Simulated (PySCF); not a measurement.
# CdCl₃⁻: relaxation and vibrations of the singlet

Aim: relax CdCl₃⁻ as a singlet from a trigonal planar start, check by its vibrations whether the end is a minimum, and collect its spectrum and constants.

Method: PBE0, basis Cd def2-SVPD with ECP28, Cl def2-SVPD, scalar-relativistic core potentials, no spin–orbit coupling, density fitting; program: PySCF 2.14.0.

## Step 1: Starting geometry

4 atoms, charge -1, spin multiplicity 1.

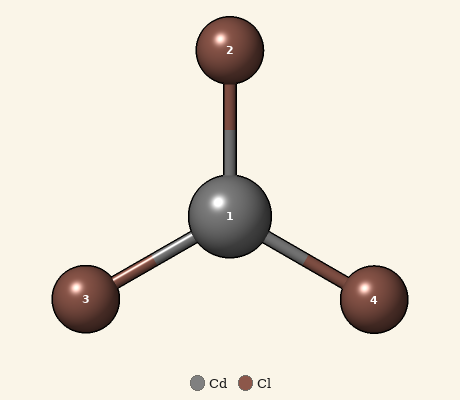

The starting geometry (cadmium grey, chlorine brown); atoms are numbered from 1 in the order of the file.

Coordinates in bohr (charge -1 multiplicity 1):
```
Cd    0.0000    0.0000    0.0000
Cl    4.4409    0.0000    0.0000
Cl   -2.2204    3.8460    0.0000
Cl   -2.2204   -3.8460    0.0000
```

## Step 2: First SCF at the start

The steps below are one call of a driver around PySCF. For each, scf.py gives the equivalent set-up of the SCF; relaxations use the driver's own optimiser. After this first run the driver tries any further starts and a stability analysis.

Contents of scf.py:

```python
from pyscf import gto, scf, dft
mol = gto.M(atom='''
Cd     0.000000     0.000000     0.000000
Cl     2.350000     0.000000     0.000000
Cl    -1.175000     2.035200     0.000000
Cl    -1.175000    -2.035200     0.000000''',
    basis={'Cd': 'def2-SVPD', 'Cl': 'def2-SVPD'},
    ecp={'Cd': 'def2-SVPD'},
    charge=-1, spin=0)
mf = dft.RKS(mol, xc='PBE0')
mf.grids.atom_grid = (50, 194)
aux = {'Cd': 'def2-universal-JKFIT', 'Cl': 'def2-universal-JKFIT'}
mf = mf.density_fit(auxbasis=aux)
mf.conv_tol = 1e-08
mf.diis_space = 10
mf.max_cycle = 60
mf.init_guess = 'minao'
mf.verbose = 4
mf.kernel()
```

Run with:

```console
> OMP_NUM_THREADS=2 python axn.py task.json out
```

Standard output:

```text
init E= -1533.44049364526
  HOMO = -0.69535362280325  LUMO = -0.583237525830728  gap/eV = 3.05083
cycle= 1 E= -1546.36017798097  delta_E= -12.9  |g|= 2.24  |ddm|= 5.12
  HOMO = 0.238092019386124  LUMO = 0.243995604884682  gap/eV = 0.16064
cycle= 2 E= -1511.22707873872  delta_E= 35.1  |g|= 6.63  |ddm|=  175
  HOMO = -0.286699109981052  LUMO = -0.114722868744442  gap/eV = 4.67971
cycle= 3 E= -1547.09901689491  delta_E= -35.9  |g|= 1.47  |ddm|=  175
  HOMO = -0.209298469727626  LUMO = 0.0721350604692384  gap/eV = 7.65820
cycle= 4 E= -1547.67420581957  delta_E= -0.575  |g|= 0.373  |ddm|= 2.39
  HOMO = -0.13268776859626  LUMO = 0.11086844485176  gap/eV = 6.62750
cycle= 5 E= -1547.70423105053  delta_E= -0.03  |g|= 0.143  |ddm|= 0.63
  HOMO = -0.153516225769613  LUMO = 0.0989407038186207  gap/eV = 6.86970
cycle= 6 E= -1547.70942318005  delta_E= -0.00519  |g|= 0.0265  |ddm|= 0.169
  HOMO = -0.150678495027854  LUMO = 0.102394270602311  gap/eV = 6.88646
cycle= 7 E= -1547.70959990698  delta_E= -0.000177  |g|= 0.0064  |ddm|= 0.0393
  HOMO = -0.15068081659452  LUMO = 0.102359884133947  gap/eV = 6.88559
cycle= 8 E= -1547.70960699817  delta_E= -7.09e-06  |g|= 0.00105  |ddm|= 0.00704
  HOMO = -0.15073076323577  LUMO = 0.102260999328227  gap/eV = 6.88426
cycle= 9 E= -1547.70960733995  delta_E= -3.42e-07  |g|= 0.000105  |ddm|= 0.00113
  HOMO = -0.150740231908602  LUMO = 0.102249733669038  gap/eV = 6.88421
cycle= 10 E= -1547.70960734228  delta_E= -2.33e-09  |g|= 6.23e-06  |ddm|= 0.000151
  HOMO = -0.150741334095563  LUMO = 0.102249121266535  gap/eV = 6.88422
Extra cycle  E= -1547.70960734228  delta_E= -1.82e-12  |g|= 6.83e-06  |ddm|= 1.85e-05
converged SCF energy = -1547.70960734228
```

This step, with its further starts and checks, ran for 13 s (2 threads of Arm Neoverse V1, shared host).

The starts that the driver tried:

```csv
start,energy (Eh)
the minimal-basis guess,-1547.709607
a thermally smeared density,-1547.709607
a smeared PBE density,-1547.709607
```

The test of internal stability and the other starts found no lower closed-shell solution.

## Step 3: Relaxation: trigonal planar start, singlet

The program finds D3h symmetry in the start, which this walk keeps. The walk stops when the largest gradient is under 0.0003 Eh/bohr and the energy has settled too.

scf.py: that of step 2 with these lines changed.

```diff
@@ -3,4 +3,4 @@
-Cd     0.000000     0.000000     0.000000
-Cl     2.350000     0.000000     0.000000
-Cl    -1.175000     2.035200     0.000000
-Cl    -1.175000    -2.035200     0.000000''',
+Cd    -0.000000    -0.000000     0.000000
+Cl     2.350023     0.000000     0.000000
+Cl    -1.175012     2.035180     0.000000
+Cl    -1.175012    -2.035180     0.000000''',
@@ -17 +16,0 @@
-mf.init_guess = 'minao'
```

Steps of the walk:

```csv
step,energy (Eh),change (kJ/mol),largest symmetric gradient (Eh/bohr)
0,-1547.709607,0.00,0.01605
1,-1547.712293,-7.05,0.00597
2,-1547.712782,-8.33,0.00082
3,-1547.712792,-8.36,0.00005
```

The walk took 11 s.

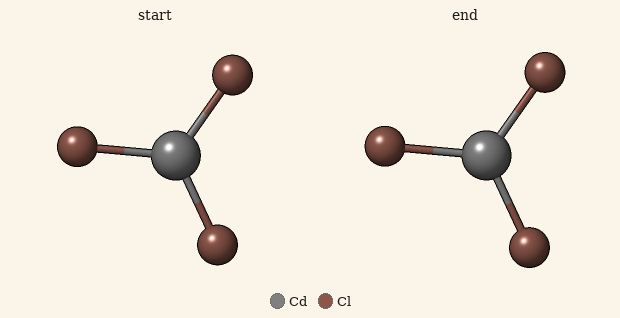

Start and end of the relaxation.

End point (D3h, 3 steps, 8.4 kJ/mol gained): Cd–Cl 2.423 Å (×3); Cl–Cd–Cl 120.0° (×3).

## Step 4: Vibrations and properties at this point

The point is checked on the finer grid, and tightened if its gradient asks for it. The Hessian and the dipole derivatives come from central differences of analytic gradients, with steps of 0.02 bohr.

scf.py: that of step 3 with these lines changed.

```diff
@@ -4,3 +4,3 @@
-Cl     2.350023     0.000000     0.000000
-Cl    -1.175012     2.035180     0.000000
-Cl    -1.175012    -2.035180     0.000000''',
+Cl     2.423828    -0.000000     0.000000
+Cl    -1.211914     2.099097     0.000000
+Cl    -1.211914    -2.099097     0.000000''',
@@ -11 +11 @@
-mf.grids.atom_grid = (50, 194)
+mf.grids.atom_grid = (75, 302)
@@ -14 +14 @@
-mf.conv_tol = 1e-08
+mf.conv_tol = 1e-10
```

The driver hands on the density of the step before, so the log starts near convergence.

SCF at the final geometry:

```text
init E= -1547.71296009104
  HOMO = -0.154737972352031  LUMO = 0.0862859339593808  gap/eV = 6.55859
cycle= 1 E= -1547.71296009104  delta_E= 2.5e-12  |g|= 1e-06  |ddm|= 1.99e-06
  HOMO = -0.154737991795823  LUMO = 0.0862857708093326  gap/eV = 6.55859
Extra cycle  E= -1547.71296009104  delta_E= -1.59e-12  |g|= 1.25e-06  |ddm|= 2.39e-06
converged SCF energy = -1547.71296009104
```

The whole step took 34 s.

Geometry: D3h; Cd–Cl 2.424 Å (×3); Cl–Cd–Cl 120.0° (×3).

Modes, for the most abundant isotopes:

| symmetry | ω (cm⁻¹) | IR (km/mol) | μ (u) |
| --- | --- | --- | --- |
| e' | 73 | 25.4 | 40.05 |
| a2'' | 89 | 21.8 | 52.37 |
| a1' | 275 | 0.0 | 34.97 |
| e' | 297 | 170 | 44.01 |

Every mode is real; the point is a minimum.

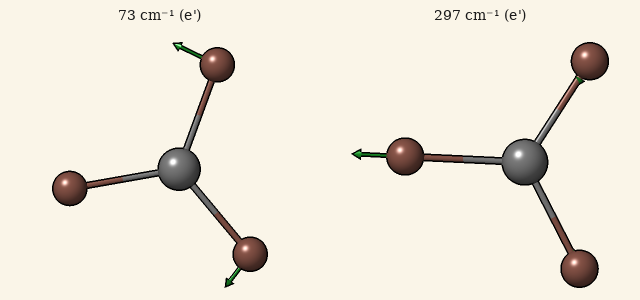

Displacements of 2 of the modes, as arrows (one member where a mode is degenerate).

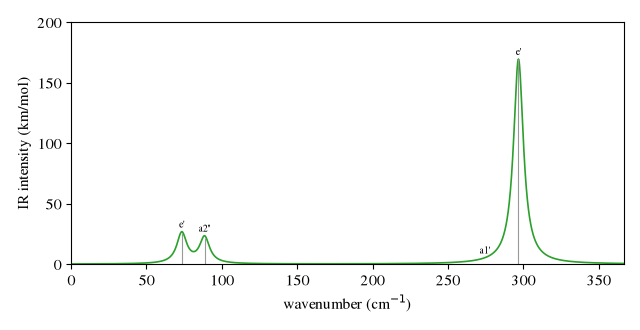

The harmonic infrared spectrum (widths in cm⁻¹). Lines are broadened to a width of 8 cm⁻¹ (Lorentzian).

Constants and moments:

| Quantity | Value |
| --- | --- |
| Dipole moment about the centre of mass | 0.00 D |
| Highest occupied level | -4.21 eV |
| Lowest empty level | 2.35 eV |
| Rotational constants | 0.0547, 0.0547, 0.02735 cm⁻¹ |
| Zero-point energy | 6.6 kJ/mol |
| Principal polarisabilities | 64.8, 96.9, 96.9 bohr³ |
| Principal traceless quadrupole moments about the centre of mass | -11.63, -11.62, 23.25 D Å |
| Entropy at 298.15 K and 1 bar | 352.0 J/(mol K) |
| Heat capacity Cp at 298.15 K | 79.2 J/(mol K) |
| Enthalpy at 298.15 K above 0 K | 19.45 kJ/mol |
| Rotational symmetry number | 6 |

Charges (e) and bond orders:

| atom | Mulliken | Löwdin | polar tensor | Mayer order to Cd1 |
| --- | --- | --- | --- | --- |
| Cd1 | 1.16 | 0.44 | 1.34 | – |
| Cl2,3,4 | -0.72 | -0.48 | -0.78 | 0.47 |

Outer orbital energies (eV). occupied: -5.16, -5.16, -4.70, -4.37, -4.37, -4.29, -4.21, -4.21; empty: 2.35, 3.74, 4.64, 4.64.

Mulliken populations on Cd1 (outside its core potential): s 2.52, p 6.30, d 10.02, f 0.00.

## Step 5: Stability of the closed shell

At the lowest minimum the closed shell is tested against spin polarisation, on the (50, 194) grid. It is stable.

## Step 6: Fields at the lowest minimum

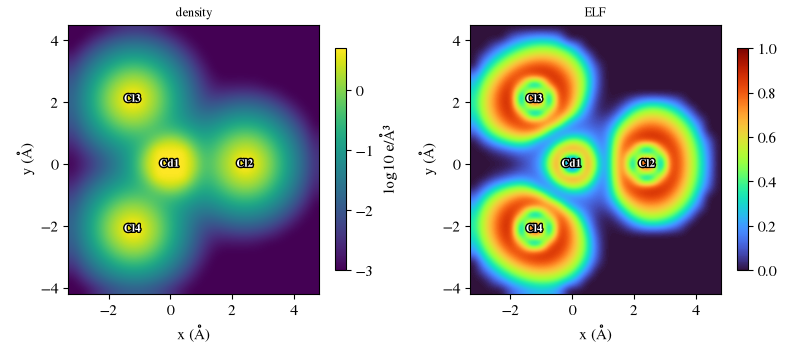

The plane holds Cd1 at (0.00, 0.00), Cl2 at (2.42, 0.00), Cl3 at (-1.21, 2.10), Cl4 at (-1.21, -2.10) Å. ELF is set to 0 where the density is under 0.005 e/Å³; an orbital's overall sign is arbitrary. Electrons inside core potentials are absent.

Orbitals, density, ELF and potential are computed afterwards from the orbital file.

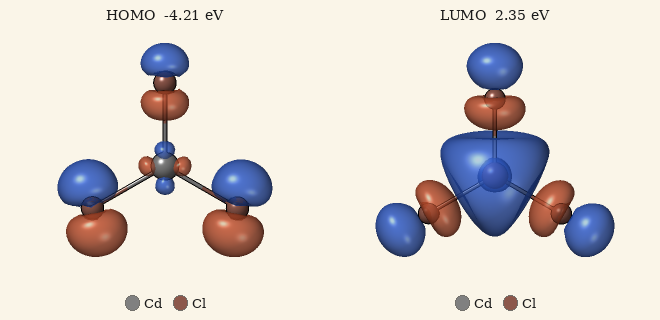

Frontier orbitals at PBE0; each surface holds 70 % of the orbital's density, blue and red mark the sign.

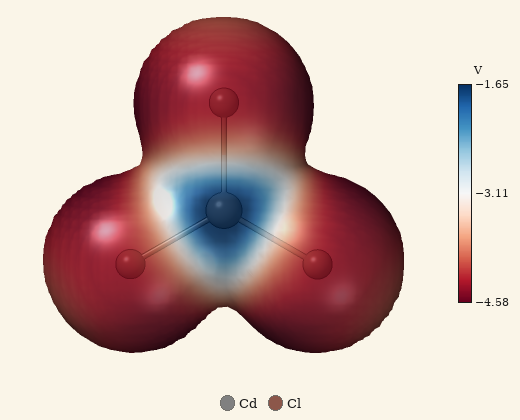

The potential that a unit positive charge feels on the 0.002 e/bohr³ surface, from the 1st to the 99th percentile, from -4.58 V near Cl4 to -1.65 V near Cd1.

Values on the line from Cd1 (at 0) through Cl2 (at 2.424 Å):

```csv
distance (Å),density (e/Å³),ELF,electrostatic potential (V)
-0.85,1.25,0.384,19.6
0.73,2.71,0.52,35
0.97,0.666,0.158,11.8
1.21,0.433,0.223,4.98
1.45,0.7,0.747,6.96
1.70,1.37,0.801,23.5
1.94,2.24,0.117,79.9
2.18,36.9,0.842,318
2.55,171,0.564,1.03e+03
2.79,5.99,0.203,148
3.03,1.71,0.561,42.5
3.27,0.862,0.857,10.6
3.51,0.336,0.79,0.283
3.76,0.132,0.629,-3.01
```

Making the fields ran for 2.2 s (2 threads of Arm Neoverse V1, shared host).

## Step 7: Results

```
                            quantity                                     value
                             minimum                              singlet, D3h
                            geometry  Cd–Cl 2.424 Å (×3); Cl–Cd–Cl 120.0° (×3)
                  wavenumbers (cm⁻¹)   73 (e'), 89 (a2''), 275 (a1'), 297 (e')
      dipole moment (centre of mass)                                    0.00 D
highest occupied, lowest empty level                            -4.21, 2.35 eV
          polar-tensor charge of Cd1                                   +1.34 e
                   zero-point energy                                6.6 kJ/mol
                 entropy at 298.15 K                           352.0 J/(mol K)
```

In words: The molecule stays D3h, as typed, and the end point is a minimum. In the infrared the band at 297 cm⁻¹ (e', stretch) leads. Other starts or spin states, not run here, may lie lower.

The search up to here took 64 s.
